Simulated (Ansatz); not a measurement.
# Rh wire along [110], 37 atoms a period: bands along the axis

What gap, if any, does the Rh wire along [110], 37 atoms a period have, and how many channels would it open?

Calculated with Ansatz 0.2.0; DFT PBE, plane waves, PAW; relaxation of a wire's period; PAW set soft_1, in the first sound run; inputs show where later runs differ.

### Step 1. Starting point

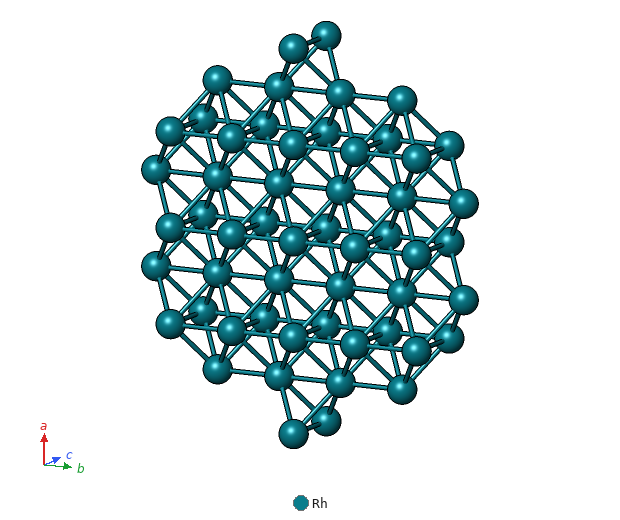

Start, viewed at a slant to the c axis; rhodium blue. Some periodic images of atoms are drawn too.

The cell holds 37 atoms: 37 Rh. Its edges and angles: a = 22.120 Å, b = 20.341 Å, c = 2.708 Å, α = 90.0°, β = 90.0°, γ = 90.0°. Vacuum lies along a and b. The structure's axis is c.

### Step 2. Relaxation of atoms and period

Band widths follow the bond lengths, so the wire is relaxed first. The atoms and the third cell vector are free; the box across stays fixed as vacuum. A Fermi-Dirac smearing is set since the result may be a metal. The pressure printed is a third of the stress's trace over the whole box, vacuum included; only the stress along the axis is relaxed.

File input.yaml:

```yaml
crystal:
  lattice:
    - [22.12, 0.0, 0.0]
    - [0.0, 20.341, 0.0]
    - [0.0, 0.0, 2.7082189719]
  atoms:
    - { symbol: Rh, position: [0.153707052, 0.500002332, 0.0] }
    - { symbol: Rh, position: [0.326853526, 0.366861435, 0.0] }
    - { symbol: Rh, position: [0.326853526, 0.233720539, 0.0] }
    - { symbol: Rh, position: [0.326853526, 0.500002332, 0.0] }
    - { symbol: Rh, position: [0.5, 0.366861435, 0.0] }
    - { symbol: Rh, position: [0.5, 0.233720539, 0.0] }
    - { symbol: Rh, position: [0.5, 0.500002332, 0.0] }
    - { symbol: Rh, position: [0.673146474, 0.366861435, 0.0] }
    - { symbol: Rh, position: [0.673146474, 0.233720539, 0.0] }
    - { symbol: Rh, position: [0.673146474, 0.500002332, 0.0] }
    - { symbol: Rh, position: [0.846292948, 0.500002332, 0.0] }
    - { symbol: Rh, position: [0.240280289, 0.300290987, 0.5] }
    - { symbol: Rh, position: [0.240280289, 0.433431884, 0.5] }
    - { symbol: Rh, position: [0.240280289, 0.56657278, 0.5] }
    - { symbol: Rh, position: [0.240280289, 0.699713676, 0.5] }
    - { symbol: Rh, position: [0.413426763, 0.167150091, 0.5] }
    - { symbol: Rh, position: [0.413426763, 0.300290987, 0.5] }
    - { symbol: Rh, position: [0.413426763, 0.433431884, 0.5] }
    - { symbol: Rh, position: [0.413426763, 0.56657278, 0.5] }
    - { symbol: Rh, position: [0.413426763, 0.699713676, 0.5] }
    - { symbol: Rh, position: [0.413426763, 0.832854573, 0.5] }
    - { symbol: Rh, position: [0.586573237, 0.167150091, 0.5] }
    - { symbol: Rh, position: [0.586573237, 0.300290987, 0.5] }
    - { symbol: Rh, position: [0.586573237, 0.433431884, 0.5] }
    - { symbol: Rh, position: [0.586573237, 0.56657278, 0.5] }
    - { symbol: Rh, position: [0.586573237, 0.699713676, 0.5] }
    - { symbol: Rh, position: [0.586573237, 0.832854573, 0.5] }
    - { symbol: Rh, position: [0.759719711, 0.300290987, 0.5] }
    - { symbol: Rh, position: [0.759719711, 0.433431884, 0.5] }
    - { symbol: Rh, position: [0.759719711, 0.56657278, 0.5] }
    - { symbol: Rh, position: [0.759719711, 0.699713676, 0.5] }
    - { symbol: Rh, position: [0.326853526, 0.633143228, 0.0] }
    - { symbol: Rh, position: [0.326853526, 0.766284124, 0.0] }
    - { symbol: Rh, position: [0.5, 0.633143228, 0.0] }
    - { symbol: Rh, position: [0.5, 0.766284124, 0.0] }
    - { symbol: Rh, position: [0.673146474, 0.633143228, 0.0] }
    - { symbol: Rh, position: [0.673146474, 0.766284124, 0.0] }
kpoints:
  mp_grid: { grid: [1, 1, 30] }
scf:
  occupations: { method: fermi_dirac, width: 0.05 }
hamiltonian:
  xc: pbe
  pseudopotentials: { kind: paw, azcp: { folder: soft_1 } }
relax:
  cell: { fix: [a, b, alpha, beta, gamma] }
  max_steps: 45
  f_tol: 0.03
```

Launch:

```console
ansatz run input.yaml --threads 16 --pin off --max-ram 61440MiB --backend cuda --events-out ev --progress --plain --runs-dir out --max-vram 78GiB
```

Numbers of over 12 decimals in the logs are rounded to 6 here.

Output:

```text
Engine: ansatz 0.2.0, aarch64-unknown-linux-gnu
Pseudopotentials: kind: paw
Pseudopotential: Rh, paw, valence charge 17, recommended cutoff 420 eV (normal), soft_1/Rh.paw.azcp
Functional definition: PBE
  parameter kappa = 0.804
  parameter beta = 0.066725
  exchange = pbe_x(kappa = kappa, mu = beta*pi^2/3)
  correlation = pbe_c(beta = beta)
[...]
Crystal: 37 atoms, lattice volume = 1218.544 Å³
Basis set: ecut = 420 eV, 23923 PW (Γ), exchange–correlation on 300×288×40 points (8 copies of the dense FFT grid, shifted against one another)
Bands: 378, of which v1, the nominal top of the filled ones, is band 315 counted from 1 (314 counted from 0)
Symmetry: 8 space group operations
Space group: Pmmm (ITA 47), of the structure as read, at distance tolerance 1.1e-4 Å
k-points: 16 of 30
Non-local potential: Rh, projectors of the file, l = 0: 3, l = 1: 2, l = 2: 2, l = 3: 1
PAW form: soft (Blöchl's): semilocal exchange-correlation on the pseudo side does not see the compensation charge
PAW one-centre angular grid: Rh, 590 points (default); XC on 64 Gauss nodes
Initial density: superposition of atomic densities (neutral atoms: chi_scale 0, normalization atom)
Initial wavefunctions: pseudopotential atomic-orbital guess
[...]
Functional: x = pbe(κ = 0.804, μ = 0.219515), c = pbe(β = 0.066725)
SCF iter   1: F=—  HF=-236904.494576 eV  |F-HF|=—  |Δ(HF+E_count)|=         —  Δρ=6.43e-2  dr2=7.43e1  ethr=3.10e-3  ⟨swp⟩=7.1  Hψ=22292  notcnv=0  defer=271
preconditioner: auto → LDOS  [metal: Δε(μ)=0.003 eV  Ē_g=5.239 eV  σ=0.050 eV  W_gap=0.02  n_scr=252 (ndim 8)  ℏωp=19.4 eV  f_vac=0.492  D(μ)=60.13/eV (n_scr^D=580)  β→1.0]
SCF iter   2: F=—  HF=-236914.616610 eV  |F-HF|=—  |Δ(HF+E_count)|=    1.01e1  Δρ=8.12e-2  dr2=9.65e1  ethr=3.10e-3  ⟨swp⟩=3.3  Hψ=15907  notcnv=0  defer=386
[...]
SCF iter  13: F=-236887.792660 eV  HF=-236887.792660 eV  |F-HF|=4.54e-9  |Δ(HF+E_count)|=   3.67e-8  Δρ=6.38e-7  dr2=9.98e-9  ethr=1.59e-11  ⟨swp⟩=3.4  Hψ=13888  notcnv=0
SCF 1 converged in 13 iterations: F = -236887.792660 eV  dr2 = 9.98e-9
  greatest PAW one-centre occupation: 1.000 electrons in one spin orbital (limit 2), on the Rh atom at site 6 (counted from 0), in its partial waves of l = 0
relax step   1: F+E_penalty+E_count = -236887.79265963 eV  Δ(F+E_penalty+E_count) = +0.000e0 eV  max|allowed force component| = 1.465e0 eV/Å  Δτ_max = 0.0000 Å  P = -3.548 GPa  Ω = 1218.544 Å³  fix = [a, b, alpha, beta, gamma]  reactions: a -3.442, b -3.275 GPa  (13 SCF iters, dr2 threshold 1.00e-7 eV, accepted)
[...]
Crystal: 37 atoms, lattice volume = 1190.133 Å³
Basis set: ecut = 420 eV, 23335 PW (Γ), exchange–correlation on 300×288×40 points (8 copies of the dense FFT grid, shifted against one another)
[...]
iter 1 solved again at ethr=2.84e-3 eV; its pass at ethr=3.10e-3 eV (dr2=1.79e1 eV) is discarded
SCF iter   1: F=—  HF=-236889.237704 eV  |F-HF|=—  |Δ(HF+E_count)|=         —  Δρ=1.93e-2  dr2=1.78e1  ethr=2.84e-3  ⟨swp⟩=2.9  Hψ=29921  notcnv=0
preconditioner: auto → LDOS  [metal: Δε(μ)=0.005 eV  Ē_g=5.337 eV  σ=0.050 eV  W_gap=0.03  n_scr=232 (ndim 8)  ℏωp=19.6 eV  f_vac=0.510  D(μ)=58.54/eV (n_scr^D=544)  β→1.0]
SCF iter   2: F=—  HF=-236888.850376 eV  |F-HF|=—  |Δ(HF+E_count)|=   3.87e-1  Δρ=7.85e-3  dr2=9.90e-1  ethr=2.84e-3  ⟨swp⟩=2.1  Hψ=6794  notcnv=0
[...]
SCF iter   9: F=-236888.796486 eV  HF=-236888.796486 eV  |F-HF|=2.57e-7  |Δ(HF+E_count)|=   1.26e-6  Δρ=4.26e-6  dr2=6.44e-7  ethr=5.88e-10  ⟨swp⟩=4.2  Hψ=17149  notcnv=0
SCF 2 converged in 9 iterations: F = -236888.796486 eV  dr2 = 6.44e-7
  greatest PAW one-centre occupation: 1.000 electrons in one spin orbital (limit 2), on the Rh atom at site 35 (counted from 0), in its partial waves of l = 0
relax step   2: F+E_penalty+E_count = -236888.79648573 eV  Δ(F+E_penalty+E_count) = -1.004e0 eV  max|allowed force component| = 4.614e-1 eV/Å  Δτ_max = 0.1948 Å  P = +1.600 GPa  Ω = 1190.133 Å³  energy of the carried Pulay correction = +7.865e-3 eV  fix = [a, b, alpha, beta, gamma]  reactions: a +1.065, b +0.984 GPa  (9 SCF iters, dr2 threshold 3.70e-6 eV, accepted)
[...]
Crystal: 37 atoms, lattice volume = 1204.741 Å³
[...]
iter 1 solved again at ethr=3.92e-5 eV; its pass at ethr=3.10e-3 eV (dr2=2.46e-1 eV) is discarded
[...]
SCF 3 converged in 7 iterations: F = -236888.989968 eV  dr2 = 1.07e-6
[...]
SCF 4 converged in 7 iterations: F = -236888.999557 eV  dr2 = 3.68e-7
[...]
SCF 5 converged in 7 iterations: F = -236889.000829 eV  dr2 = 4.27e-8
[...]
SCF 6 converged in 6 iterations: F = -236888.996412 eV  dr2 = 3.42e-10
[...]
SCF converged after 6 iterations
[...]
--- Relaxed structure (5 steps of the walk, 5 accepted, 1 SCFs on fresh bases) ---
  F+E_penalty+E_count = -236888.99641176 eV   max|allowed force component| = 1.180e-2 eV/Å   (the final SCF, on the basis selected at the relaxed cell)
  cell:  # Å, volume = 1204.6286 Å³
    - [22.12, 0.0, 0.0]
    - [0.0, 20.341, 0.0]
    - [0.0, 0.0, 2.677292]
  atoms:
    - { symbol: Rh, position: [0.162942, 0.5, 0.0] }
    - { symbol: Rh, position: [0.326135, 0.368713, 0.0] }
    - { symbol: Rh, position: [0.328496, 0.236280, 0.0] }
    - { symbol: Rh, position: [0.325899, 0.5, 0.0] }
    - { symbol: Rh, position: [0.5, 0.368811, 0.0] }
    - { symbol: Rh, position: [0.5, 0.231295, 0.0] }
    - { symbol: Rh, position: [0.5, 0.5, 0.0] }
    - { symbol: Rh, position: [0.673865, 0.368713, 0.0] }
    - { symbol: Rh, position: [0.671504, 0.236280, 0.0] }
    - { symbol: Rh, position: [0.674101, 0.5, 0.0] }
    - { symbol: Rh, position: [0.837058, 0.5, 0.0] }
    - { symbol: Rh, position: [0.245848, 0.300277, 0.5] }
    - { symbol: Rh, position: [0.238684, 0.430699, 0.5] }
    - { symbol: Rh, position: [0.238684, 0.569301, 0.5] }
    - { symbol: Rh, position: [0.245848, 0.699723, 0.5] }
    - { symbol: Rh, position: [0.412411, 0.173531, 0.5] }
    - { symbol: Rh, position: [0.415509, 0.301174, 0.5] }
    - { symbol: Rh, position: [0.411917, 0.432777, 0.5] }
    - { symbol: Rh, position: [0.411917, 0.567223, 0.5] }
    - { symbol: Rh, position: [0.415509, 0.698826, 0.5] }
    - { symbol: Rh, position: [0.412411, 0.826469, 0.5] }
    - { symbol: Rh, position: [0.587589, 0.173531, 0.5] }
    - { symbol: Rh, position: [0.584491, 0.301174, 0.5] }
    - { symbol: Rh, position: [0.588083, 0.432777, 0.5] }
    - { symbol: Rh, position: [0.588083, 0.567223, 0.5] }
    - { symbol: Rh, position: [0.584491, 0.698826, 0.5] }
    - { symbol: Rh, position: [0.587589, 0.826469, 0.5] }
    - { symbol: Rh, position: [0.754152, 0.300277, 0.5] }
    - { symbol: Rh, position: [0.761316, 0.430699, 0.5] }
    - { symbol: Rh, position: [0.761316, 0.569301, 0.5] }
    - { symbol: Rh, position: [0.754152, 0.699723, 0.5] }
    - { symbol: Rh, position: [0.326135, 0.631287, 0.0] }
    - { symbol: Rh, position: [0.328496, 0.763720, 0.0] }
    - { symbol: Rh, position: [0.5, 0.631189, 0.0] }
    - { symbol: Rh, position: [0.5, 0.768705, 0.0] }
    - { symbol: Rh, position: [0.673865, 0.631287, 0.0] }
    - { symbol: Rh, position: [0.671504, 0.763720, 0.0] }
```

The job ended after 17 s (1 × NVIDIA GB200 with 16 threads of Arm Neoverse V2, shared host; peak memory 1.6 GiB; 2.4 min of CPU time).

The steps of the relaxation:

| step | energy less that of the first step (eV) | largest force component (eV/Å) | pressure (GPa) | volume (Å³) |
| --- | --- | --- | --- | --- |
| 1 | 0.0000 | 1.4652 | -3.55 | 1218.54 |
| 2 | -1.0038 | 0.4614 | 1.60 | 1190.13 |
| 3 | -1.1973 | 0.1547 | -0.10 | 1204.74 |
| 4 | -1.2069 | 0.0348 | -0.02 | 1204.94 |
| 5 | -1.2082 | 0.0120 | -0.01 | 1204.63 |
| 6 | -1.2038 | 0.0118 | 0.00 | 1204.63 |

The log counts 1 steps on a newly chosen plane-wave basis, not all of them marked here; energy and pressure can jump at such steps.

The run keeps the 8 symmetry operations that it works with, so distortions that break them were not tested.

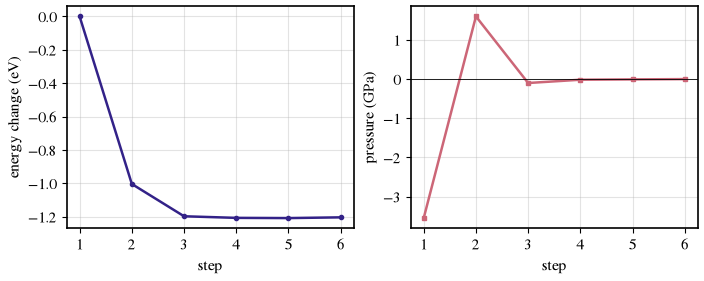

Energy and pressure along the relaxation.

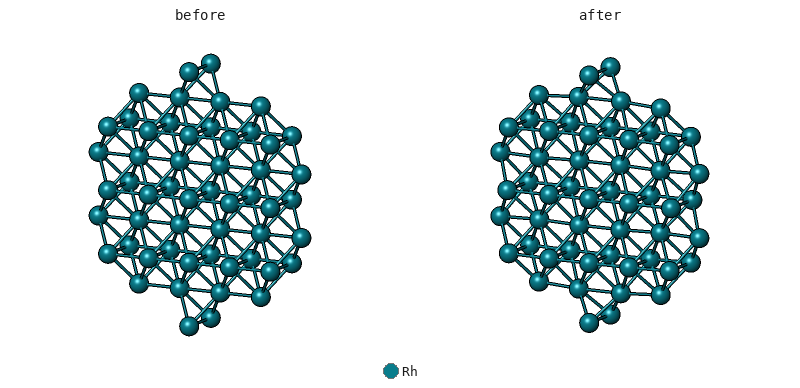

The structure before and after the relaxation, drawn at the same scale.

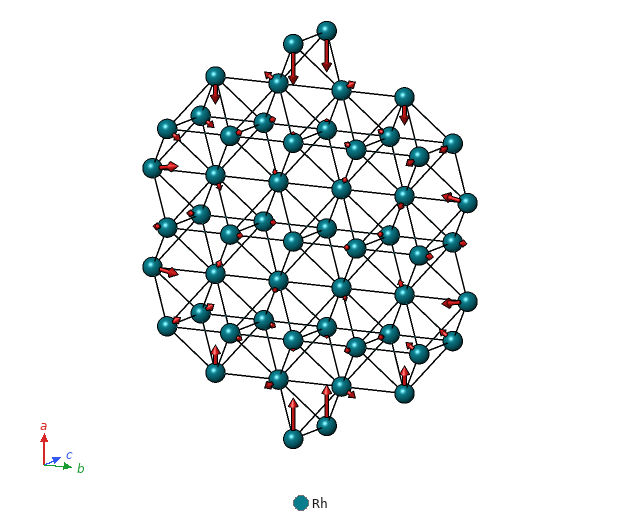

Displacements in the relaxation, exaggerated, measured against the changing cell; the longest in the cell stands for 0.20 Å. Some periodic images of atoms are drawn too.

| cell as run | before | after | change |
| --- | --- | --- | --- |
| c (Å) | 2.708 | 2.677 | -1.1 % |

The atoms that moved most (Å, along periodic axes as changes of fractional coordinates times the final cell, across vacuum about the mean position):

| atom | dx | dy | dz | length |
| --- | --- | --- | --- | --- |
| Rh1 | 0.204 | 0.000 | 0.000 | 0.204 |
| Rh11 | -0.204 | 0.000 | 0.000 | 0.204 |
| Rh21 | -0.022 | -0.130 | 0.000 | 0.132 |
| Rh27 | 0.022 | -0.130 | 0.000 | 0.132 |
| Rh16 | -0.022 | 0.130 | 0.000 | 0.132 |
| Rh22 | 0.022 | 0.130 | 0.000 | 0.132 |
| Rh15 | 0.123 | 0.000 | 0.000 | 0.123 |
| Rh31 | -0.123 | 0.000 | 0.000 | 0.123 |

This step gave:

```yaml
energy_at_zero_smearing: -236888.7561 eV
cell_length_along_the_wire: 2.677 Å
```

The cell's length comes to 2.677 Å with spin left out.

### Step 3. The perfect wire

This step: DFT PBE, plane waves, PAW; bands of a perfect wire; PAW set soft_1 (Ansatz 0.2.0).

At the relaxed period the bands are computed along the axis; those that cross an energy going forward count the channels that a perfect wire would open there.

File input.yaml:

```yaml
crystal:
  lattice:
    - [22.12, 0.0, 0.0]
    - [0.0, 20.341, 0.0]
    - [0.0, 0.0, 2.677292135]
  atoms:
    - { symbol: Rh, position: [0.16294206, 0.5, 0.0] }
    - { symbol: Rh, position: [0.326134856, 0.368712626, 0.0] }
    - { symbol: Rh, position: [0.328495965, 0.236279527, 0.0] }
    - { symbol: Rh, position: [0.325899138, 0.5, 0.0] }
    - { symbol: Rh, position: [0.5, 0.368811499, 0.0] }
    - { symbol: Rh, position: [0.5, 0.231295454, 0.0] }
    - { symbol: Rh, position: [0.5, 0.5, 0.0] }
    - { symbol: Rh, position: [0.673865144, 0.368712626, 0.0] }
    - { symbol: Rh, position: [0.671504035, 0.236279527, 0.0] }
    - { symbol: Rh, position: [0.674100862, 0.5, 0.0] }
    - { symbol: Rh, position: [0.83705794, 0.5, 0.0] }
    - { symbol: Rh, position: [0.245847977, 0.300276592, 0.5] }
    - { symbol: Rh, position: [0.238684434, 0.430698948, 0.5] }
    - { symbol: Rh, position: [0.238684434, 0.569301052, 0.5] }
    - { symbol: Rh, position: [0.245847977, 0.699723408, 0.5] }
    - { symbol: Rh, position: [0.412410886, 0.173531275, 0.5] }
    - { symbol: Rh, position: [0.415509142, 0.301173518, 0.5] }
    - { symbol: Rh, position: [0.411916931, 0.432776707, 0.5] }
    - { symbol: Rh, position: [0.411916931, 0.567223293, 0.5] }
    - { symbol: Rh, position: [0.415509142, 0.698826482, 0.5] }
    - { symbol: Rh, position: [0.412410886, 0.826468725, 0.5] }
    - { symbol: Rh, position: [0.587589114, 0.173531275, 0.5] }
    - { symbol: Rh, position: [0.584490858, 0.301173518, 0.5] }
    - { symbol: Rh, position: [0.588083069, 0.432776707, 0.5] }
    - { symbol: Rh, position: [0.588083069, 0.567223293, 0.5] }
    - { symbol: Rh, position: [0.584490858, 0.698826482, 0.5] }
    - { symbol: Rh, position: [0.587589114, 0.826468725, 0.5] }
    - { symbol: Rh, position: [0.754152023, 0.300276592, 0.5] }
    - { symbol: Rh, position: [0.761315566, 0.430698948, 0.5] }
    - { symbol: Rh, position: [0.761315566, 0.569301052, 0.5] }
    - { symbol: Rh, position: [0.754152023, 0.699723408, 0.5] }
    - { symbol: Rh, position: [0.326134856, 0.631287374, 0.0] }
    - { symbol: Rh, position: [0.328495965, 0.763720473, 0.0] }
    - { symbol: Rh, position: [0.5, 0.631188501, 0.0] }
    - { symbol: Rh, position: [0.5, 0.768704546, 0.0] }
    - { symbol: Rh, position: [0.673865144, 0.631287374, 0.0] }
    - { symbol: Rh, position: [0.671504035, 0.763720473, 0.0] }
kpoints:
  mp_grid: { grid: [1, 1, 30] }
  band_path: { path: ["Γ", Z], npoints: 90 }
scf:
  occupations: { method: fermi_dirac, width: 0.05 }
hamiltonian:
  xc: pbe
  pseudopotentials: { kind: paw, azcp: { folder: soft_1 } }
output:
  dos: { e_range: [-5, 4] }
  write_potential: true
  write_density: true
  volumetric_format: npy
```

Output:

```text
[...]
Crystal: 37 atoms, lattice volume = 1204.629 Å³
Basis set: ecut = 420 eV, 23695 PW (Γ)
Bands: 378, of which v1, the nominal top of the filled ones, is band 315 counted from 1 (314 counted from 0)
[... 1 set-up line as in the run before ...]
[...]
k-points: 16 of 30
[...]
SCF iter   1: F=—  HF=-236905.704829 eV  |F-HF|=—  |Δ(HF+E_count)|=         —  Δρ=6.51e-2  dr2=7.68e1  ethr=3.10e-3  ⟨swp⟩=7.2  Hψ=22911  notcnv=0  defer=255
[...]
SCF iter   6: F=—  HF=-236888.998843 eV  |F-HF|=—  |Δ(HF+E_count)|=   4.31e-4  Δρ=3.21e-4  dr2=3.13e-3  ethr=4.23e-6  ⟨swp⟩=3.0  Hψ=11945  notcnv=0  defer=427
[...]
SCF iter  10: F=—  HF=-236888.996583 eV  |F-HF|=—  |Δ(HF+E_count)|=   5.79e-3  Δρ=1.16e-5  dr2=3.26e-6  ethr=7.45e-9  ⟨swp⟩=2.1  Hψ=8608  notcnv=0  defer=427
[...]
SCF iter  12: F=-236888.996584 eV  HF=-236888.996584 eV  |F-HF|=1.97e-8  |Δ(HF+E_count)|=   1.74e-7  Δρ=1.92e-6  dr2=9.97e-8  ethr=1.59e-11  ⟨swp⟩=13.3  Hψ=20175  notcnv=0
SCF 1 converged in 12 iterations: F = -236888.996584 eV  dr2 = 9.97e-8
[...]
NSCF: frozen V_eff on 91 k-points
[...]
SCF converged after 12 iterations
[...]
```

Run time: 17 s. Hardware: 1 × NVIDIA GB200 with 16 threads; peak memory 3.8 GiB; 3.3 min of CPU time.

The column dr2 measures how far the density is from self-consistency, as an energy; F and HF (Harris–Foulkes) agree once it is small.

Numbers from this step:

* energy at zero smearing: -236888.7563 eV
* band gap on the path through both edges: 0 eV

Electronic bands along the path, in eV, zero at the Fermi level; # counts the bands kept:

| point | #46 | #47 | #48 | #49 | #50 | #51 | #52 | #53 |
| --- | --- | --- | --- | --- | --- | --- | --- | --- |
| Γ | -0.13 | -0.10 | -0.07 | -0.06 | -0.03 | 0.02 | 0.12 | 0.13 |
| Z | 0.63 | 0.64 | 0.65 | 0.67 | 0.68 | 0.70 | 0.74 | 0.75 |

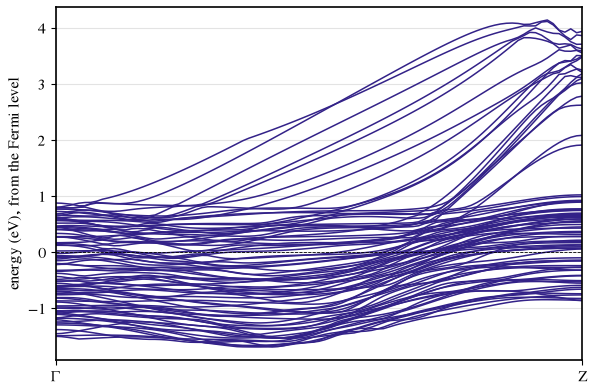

Electronic bands along the path.

Between Γ and Z the bands cross the Fermi level 38 times, so a perfect wire would conduct at least 38 G₀, with spin left out.

### Step 4. Outcome

| Item | Value |
| --- | --- |
| cell length, PBE | 2.677 Å |
| ballistic conductance by band crossings, a lower bound, PBE | 38 G₀ |

**Reading.** Under PBE the cell's length is 2.68 Å, and the bands cross the Fermi level 38 times between Γ and Z, which gives a perfect wire at least 38 G₀ (opposite crossings within one step of the path cancel in such a count). No spin was allowed, though thin wires with open d shells can turn magnetic.

[Logs are printed without paths, hosts, clocks, repeated set-up lines and the standing remarks that a program may print on its own settings, such as how far it seeks lower states.]

[Hosts, paths, dates, database ids (printed as entryN), source tags and the programs' standing remarks are cut or masked in the printed files.]
